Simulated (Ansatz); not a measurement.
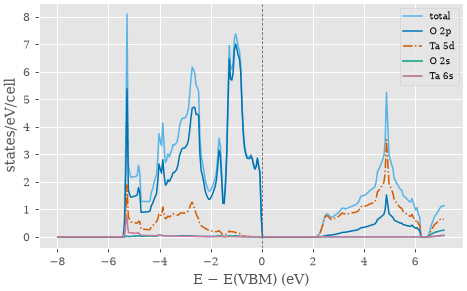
Figure. Total and projected density of states of KTaO3 (cubic perovskite, Pm-3m), the program Ansatz at the PBE level (PAW)

Question: Which orbitals carry the states next to the gap?

Answer: Top 1 eV of the valence band: O 2p 97 %. Bottom 1 eV of the conduction band: Ta 5d 89 %, O 2p 10 %. Projections are on Löwdin-orthogonalised atomic valence shells; empty p or d shells of many metals are not among them.

Question: Where is the tallest occupied peak in this window, and what makes it?

Answer: Near -5.3 eV, about 8.1 states/eV per cell; the largest projected share is O 2p.

The PBE relaxation kept the symmetry of its start. The run is not spin-polarised. Scalar-relativistic: spin–orbit coupling is off unless named, which matters more the heavier the elements.

Potentials: the earlier of the program's two PAW sets.
